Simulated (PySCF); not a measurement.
# B2H5NO: electronic excitations at several levels of theory, part 2 of 2

PySCF 2.14.0. Atoms count from 0.

## (9) TDDFT and polarisability: PBE0/aug-cc-pVTZ

The job: settings as JSON, then the geometry in Å.

```
{"job": {"kind": "uv", "xc": "PBE0", "basis": "aug-cc-pVTZ"}, "charge": 0, "multiplicity": 1}
B     -1.771294     0.503793     0.348078
O     -0.667106    -0.269775     0.299680
B      0.581165     0.095804    -0.187730
N      1.620770    -0.821402    -0.074962
H     -1.743157     1.644931    -0.066617
H     -2.777963     0.020415     0.817214
H      0.759606     1.179946    -0.694891
H      2.557484    -0.630822    -0.399400
H      1.494722    -1.730995     0.351657
```

Method: TDDFT PBE0/aug-cc-pVTZ, vertical, gas phase, core orbitals frozen in the response.

The log of the run:

```text
coarse grid: 7424 points
cycle   1  E = -182.5675366197  dE =  2.957e-01  |g| = 6.675e-01  |ddm| = 6.168e+00
cycle   2  E = -182.4305749056  dE =  1.370e-01  |g| = 1.090e+00  |ddm| = 2.265e+00
cycle   3  E = -182.6498732018  dE = -2.193e-01  |g| = 8.804e-02  |ddm| = 1.337e+00
cycle   4  E = -182.6509913062  dE = -1.118e-03  |g| = 4.747e-02  |ddm| = 1.661e-01
cycle   5  E = -182.6514016874  dE = -4.104e-04  |g| = 1.081e-02  |ddm| = 6.663e-02
cycle   6  E = -182.6514298287  dE = -2.814e-05  |g| = 1.430e-03  |ddm| = 1.879e-02
cycle   7  E = -182.6514303651  dE = -5.364e-07  |g| = 1.825e-04  |ddm| = 3.314e-03
final grid: 71480 points
cycle   8  E = -182.6480331424  dE = -6.428e-05  |g| = 7.362e-03  |ddm| = 2.109e-01
cycle   9  E = -182.6480214855  dE =  1.166e-05  |g| = 1.090e-02  |ddm| = 2.295e-02
cycle  10  E = -182.6480431844  dE = -2.170e-05  |g| = 8.803e-04  |ddm| = 1.324e-02
cycle  11  E = -182.6480433549  dE = -1.705e-07  |g| = 2.874e-04  |ddm| = 1.901e-03
cycle  12  E = -182.6480433679  dE = -1.298e-08  |g| = 1.149e-04  |ddm| = 5.008e-04
cycle  13  E = -182.6480433706  dE = -2.737e-09  |g| = 1.246e-05  |ddm| = 1.800e-04
cycle  14  E = -182.6480433706  dE = -3.178e-11  |g| = 3.843e-06  |ddm| = 2.496e-05
converged SCF energy = -182.6480433706

Static polarisability (au): isotropic 43.941, principal 32.881 42.412 56.528

Singlet excitations
state   eV       nm        f      main configurations
  1   5.7778    214.6   0.00002   H->L 0.97
  2   6.9295    178.9   0.13192   H-1->L 0.98
  3   7.0739    175.3   0.03680   H-1->L+1 0.96
  4   7.3746    168.1   0.00553   H->L+1 0.93
  5   7.4500    166.4   0.00987   H->L+2 0.79, H->L+7 0.08
  6   7.6517    162.0   0.00158   H-2->L 0.90
  7   7.8649    157.6   0.04287   H->L+4 0.49, H->L+3 0.44
  8   7.9178    156.6   0.00141   H-1->L+3 0.57, H-1->L+4 0.29
  9   7.9858    155.3   0.05511   H->L+4 0.46, H->L+3 0.44
 10   8.1232    152.6   0.16212   H-1->L+2 0.86

Triplet excitations (Tamm-Dancoff, eV): 5.2100 6.0997 6.8243 6.9217
```

Run time: 31 s. Hardware: 1 thread of Arm Neoverse V1, shared host; peak memory 0.91 GiB.

This run: HOMO -8.29 eV, LUMO -0.65 eV; lowest singlet 5.78 eV.

## (10) TDDFT and polarisability: PBE0/def2-TZVPD

Settings changed since step 9:

```diff
@@ -1,2 +1,2 @@
-{"job": {"kind": "uv", "xc": "PBE0", "basis": "aug-cc-pVTZ"}, "charge": 0, "multiplicity": 1}
+{"job": {"kind": "uv", "xc": "PBE0", "basis": "def2-TZVPD"}, "charge": 0, "multiplicity": 1}
 B     -1.771294     0.503793     0.348078
```

Method: TDDFT PBE0/def2-TZVPD, vertical, gas phase, core orbitals frozen in the response.

The log of the run:

```text
coarse grid: 7424 points
cycle   1  E = -182.5720766515  dE =  2.975e-01  |g| = 6.710e-01  |ddm| = 2.292e+00
cycle   2  E = -182.4322607968  dE =  1.398e-01  |g| = 1.096e+00  |ddm| = 1.269e+00
cycle   3  E = -182.6553691124  dE = -2.231e-01  |g| = 8.895e-02  |ddm| = 7.747e-01
cycle   4  E = -182.6565120903  dE = -1.143e-03  |g| = 4.801e-02  |ddm| = 8.116e-02
cycle   5  E = -182.6569375325  dE = -4.254e-04  |g| = 1.079e-02  |ddm| = 2.851e-02
cycle   6  E = -182.6569658847  dE = -2.835e-05  |g| = 1.350e-03  |ddm| = 1.033e-02
cycle   7  E = -182.6569663752  dE = -4.904e-07  |g| = 1.762e-04  |ddm| = 1.809e-03
final grid: 71480 points
cycle   8  E = -182.6511128426  dE = -5.178e-05  |g| = 7.290e-03  |ddm| = 1.415e-01
cycle   9  E = -182.6511014277  dE =  1.141e-05  |g| = 1.075e-02  |ddm| = 1.015e-02
cycle  10  E = -182.6511227538  dE = -2.133e-05  |g| = 8.968e-04  |ddm| = 5.632e-03
cycle  11  E = -182.6511229310  dE = -1.772e-07  |g| = 2.879e-04  |ddm| = 1.062e-03
cycle  12  E = -182.6511229446  dE = -1.356e-08  |g| = 1.080e-04  |ddm| = 2.532e-04
cycle  13  E = -182.6511229470  dE = -2.435e-09  |g| = 1.237e-05  |ddm| = 8.342e-05
cycle  14  E = -182.6511229471  dE = -3.291e-11  |g| = 3.975e-06  |ddm| = 1.801e-05
converged SCF energy = -182.6511229471

Static polarisability (au): isotropic 43.706, principal 32.648 42.207 56.263

Singlet excitations
state   eV       nm        f      main configurations
  1   5.7884    214.2   0.00003   H->L 0.98
  2   6.9659    178.0   0.13664   H-1->L 0.98
  3   7.2577    170.8   0.04157   H-1->L+1 0.96
  4   7.5086    165.1   0.00902   H->L+2 0.82, H-2->L 0.13
  5   7.5584    164.0   0.00533   H->L+1 0.92
  6   7.6799    161.4   0.00226   H-2->L 0.83, H->L+2 0.14
  7   8.0612    153.8   0.03592   H->L+3 0.94
  8   8.2457    150.4   0.21750   H-1->L+2 0.90
  9   8.3337    148.8   0.00118   H-1->L+4 0.73, H-1->L+3 0.17
 10   8.4570    146.6   0.00177   H-1->L+3 0.69, H-1->L+4 0.16

Triplet excitations (Tamm-Dancoff, eV): 5.2215 6.1024 6.9578 6.9677
```

Run time: 16 s. Hardware: 1 thread of Arm Neoverse V1, shared host; peak memory 0.75 GiB.

Key values: HOMO -8.29 eV, LUMO -0.61 eV; lowest singlet 5.79 eV.

## (11) TDDFT and polarisability: PBE0/6-31+G*

Settings changed since step 10:

```diff
@@ -1,2 +1,2 @@
-{"job": {"kind": "uv", "xc": "PBE0", "basis": "def2-TZVPD"}, "charge": 0, "multiplicity": 1}
+{"job": {"kind": "uv", "xc": "PBE0", "basis": "6-31+G*"}, "charge": 0, "multiplicity": 1}
 B     -1.771294     0.503793     0.348078
```

With the program's defaults for keys left out, this is: TDDFT PBE0/6-31+G*, vertical, gas phase, core orbitals frozen in the response.

The log of the run:

```text
coarse grid: 7424 points
cycle   1  E = -182.5293719667  dE =  3.079e-01  |g| = 6.199e-01  |ddm| = 2.552e+00
cycle   2  E = -182.4089715669  dE =  1.204e-01  |g| = 9.999e-01  |ddm| = 1.153e+00
cycle   3  E = -182.6064077802  dE = -1.974e-01  |g| = 7.844e-02  |ddm| = 7.241e-01
cycle   4  E = -182.6073546468  dE = -9.469e-04  |g| = 4.044e-02  |ddm| = 8.257e-02
cycle   5  E = -182.6076872901  dE = -3.326e-04  |g| = 9.432e-03  |ddm| = 3.235e-02
cycle   6  E = -182.6077100686  dE = -2.278e-05  |g| = 1.012e-03  |ddm| = 9.738e-03
cycle   7  E = -182.6077103844  dE = -3.158e-07  |g| = 1.132e-04  |ddm| = 1.415e-03
final grid: 71480 points
cycle   8  E = -182.5781143823  dE = -1.555e-05  |g| = 6.789e-03  |ddm| = 2.133e-02
cycle   9  E = -182.5781038933  dE =  1.049e-05  |g| = 1.005e-02  |ddm| = 1.097e-02
cycle  10  E = -182.5781244384  dE = -2.055e-05  |g| = 7.923e-04  |ddm| = 6.304e-03
cycle  11  E = -182.5781246044  dE = -1.660e-07  |g| = 1.958e-04  |ddm| = 9.262e-04
cycle  12  E = -182.5781246108  dE = -6.389e-09  |g| = 7.404e-05  |ddm| = 1.658e-04
cycle  13  E = -182.5781246120  dE = -1.198e-09  |g| = 8.026e-06  |ddm| = 6.603e-05
cycle  14  E = -182.5781246120  dE = -1.381e-11  |g| = 2.483e-06  |ddm| = 1.171e-05
converged SCF energy = -182.5781246120

Static polarisability (au): isotropic 39.161, principal 26.256 38.331 52.898

Singlet excitations
state   eV       nm        f      main configurations
  1   5.8392    212.3   0.00002   H->L 0.97
  2   6.9404    178.6   0.13058   H-1->L 0.98
  3   7.1165    174.2   0.04422   H-1->L+1 0.97
  4   7.5107    165.1   0.00633   H->L+1 0.93
  5   7.5708    163.8   0.00844   H->L+2 0.83, H-2->L 0.09
  6   7.7405    160.2   0.00191   H-2->L 0.86, H->L+2 0.10
  7   8.1388    152.3   0.00021   H-1->L+3 0.88
  8   8.1782    151.6   0.02697   H->L+4 0.49, H->L+3 0.36
  9   8.2378    150.5   0.19704   H-1->L+2 0.70, H->L+4 0.22
 10   8.2843    149.7   0.08323   H->L+3 0.50, H->L+4 0.27, H-1->L+2 0.15

Triplet excitations (Tamm-Dancoff, eV): 5.3419 6.0937 6.8396 6.9500
```

Run time: 5.4 s. Hardware: 1 thread of Arm Neoverse V1, shared host; peak memory 0.48 GiB.

Key values: HOMO -8.29 eV, LUMO -0.58 eV; lowest singlet 5.84 eV.

## (12) Side by side: electronic excitations

Excitations and ground-state properties, with basis size and wall time:

```
              run  lowest singlet (eV)  brightest (eV)      f  gap (eV)  α (Å³)  μ (D)  functions   time
wB97X-D/def2-SVPD                 5.98            7.85  0.282     11.60    6.32   2.13        123   42 s
LC-wPBE/def2-SVPD                 5.93            8.28  0.411     12.85    6.19   2.15        123   42 s
      PBE0/6-31G*                 5.99            8.98  0.222      7.96    5.01   2.50         66  3.9 s
    PBE0/def2-SVP                 5.84            9.15  0.161      7.78    5.28   2.56         81  4.9 s
   PBE0/def2-TZVP                 5.81            8.55  0.238      7.72    6.03   2.25        154   11 s
 PBE0/aug-cc-pVDZ                 5.76            8.15  0.161      7.62    6.50   2.20        137   10 s
 PBE0/aug-cc-pVTZ                 5.78            8.12  0.162      7.64    6.51   2.18        299   31 s
  PBE0/def2-TZVPD                 5.79            8.25  0.217      7.68    6.48   2.19        196   16 s
     PBE0/6-31+G*                 5.84            8.24  0.197      7.71    5.80   2.26         82  5.4 s
```

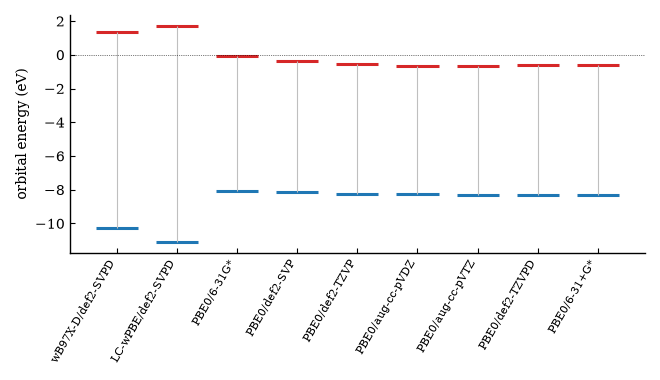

HOMO (blue) and LUMO (red) run by run.

## (13) Summary of results

What follows sums up all 2 parts.

| quantity | value |
| --- | --- |
| rotational constants (main isotopes) | 45.26, 4.39, 4.00 GHz |
| lowest singlet (wB97X-D/def2-SVPD) | 5.98 eV (207 nm), f = 0.000 |
| brightest single state of those computed | state 3, 7.85 eV, f = 0.282 |
| lowest triplet | 5.53 eV |
| vertical ionisation energy (ΔSCF) | 10.86 eV |
| range of the lowest singlet | 5.76 to 5.99 eV |

**Reading.** Single values in the summary come from the first sound run of each kind (wB97X-D/def2-SVPD), which need not be the best level. The start of the PBE0/def2-SVP relaxation was shaken at random by about 0.01 Å, so part of the energy gained, and of the first lengths quoted, undoes that. The optimisation took 32 steps and gained 0.308 eV; among the close pairs (by a distance rule), O1–B2 changed most, from 1.308 to 1.389 Å. The first singlet state (HOMO→LUMO 0.96) lies at 5.98 eV and is dark; of the 10 states computed, the strongest absorption comes from state 3 at 7.85 eV. The lowest triplet lies 0.45 eV below the lowest singlet (triplets in Tamm-Dancoff, singlets in full TDDFT). The orbital energy would give 10.26 eV for ionisation, ΔSCF gives 10.86 eV. The lowest singlet runs from 5.76 eV (PBE0/aug-cc-pVDZ) to 5.99 eV (PBE0/6-31G*), while the orbital gap spans 7.62 to 12.85 eV. The lowest state need not be the same one in every run.
